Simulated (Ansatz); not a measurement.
Consider Si$_{3}$Br.

Input

```
crystal:
  lattice:
    - [1.9522450214, 1.1271291886, 14.9181270961]
    - [-1.9522450214, 1.1271291886, 14.9181270961]
    - [0.0, -2.2542583772, 14.9181270961]
  atoms:
    - { symbol: Si, position: [0.0782215585, 0.0782215585, 0.0782215585] }
    - { symbol: Si, position: [0.3948698968, 0.3948698968, 0.3948698968] }
    - { symbol: Si, position: [0.3419148205, 0.3419148205, 0.3419148205] }
    - { symbol: Si, position: [0.6580851795, 0.6580851795, 0.6580851795] }
    - { symbol: Si, position: [0.9217784415, 0.9217784415, 0.9217784415] }
    - { symbol: Si, position: [0.6051301032, 0.6051301032, 0.6051301032] }
    - { symbol: Br, position: [0.1283771725, 0.1283771725, 0.1283771725] }
    - { symbol: Br, position: [0.8716228275, 0.8716228275, 0.8716228275] }
basis:
  ecutwfc: 420
kpoints:
  mp_grid: { grid: [12, 12, 12] }
hamiltonian:
  xc: pbe
scf:
  occupations: { method: gaussian, width: 0.02 }
output:
  forces: true
  stress: true
  eigenvalues: true
  write_density: true
  write_potential: true
  elf: true
  volumetric_format: npy
relax:
  adjacent_minimum: "off"
  f_tol: 0.01
  max_steps: 80
  cell: { stress_tol: 0.05 }
```

Command:

```sh
ansatz run input.yaml --threads 1 --pin off --max-ram 2560MiB --backend cpu --events-out ev --progress --plain --runs-dir out
```

Below, planes, directions and counts refer to the conventional cell (a = 3.90 Å, b = 3.90 Å, c = 45.50 Å, α = 90.00°, β = 90.00°, γ = 120.00°).

The fields are those of the relaxed geometry.

Space group R-3m; a generated structure, not necessarily the stable one.

Theory: DFT PBE, scalar-relativistic, plane waves, PAW (Ansatz 0.2.0).

> Predict the valence pseudo-density and electron localisation function between the atoms.

Si–Br (2.24 Å): the density is about 0.73 e/Å³ at the midpoint; the ELF peaks at about 0.85 between the atoms, as expected for a polar covalent bond.
Si–Si (2.37 Å): the density is about 0.55 e/Å³ at the midpoint; the ELF peaks at about 0.95 between the atoms (localised, covalent bonding).

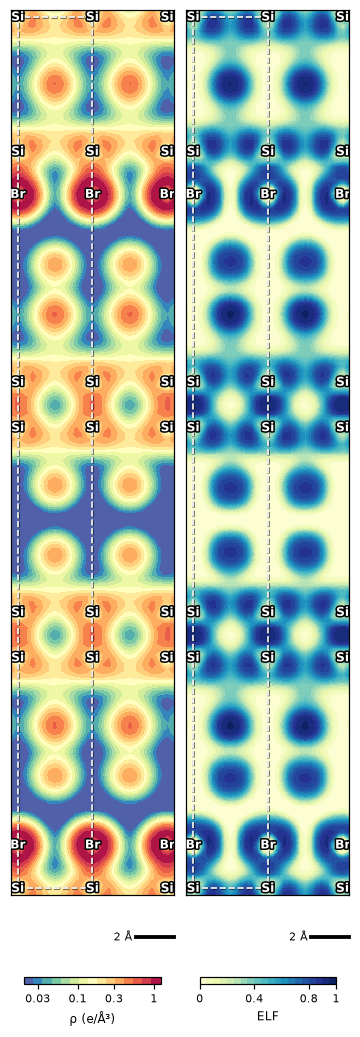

Computed valence pseudo-density and electron localisation function on the (010) plane of the conventional cell, in this order. 

In a PAW calculation such maps are meaningful between the atoms, not at the nuclei.
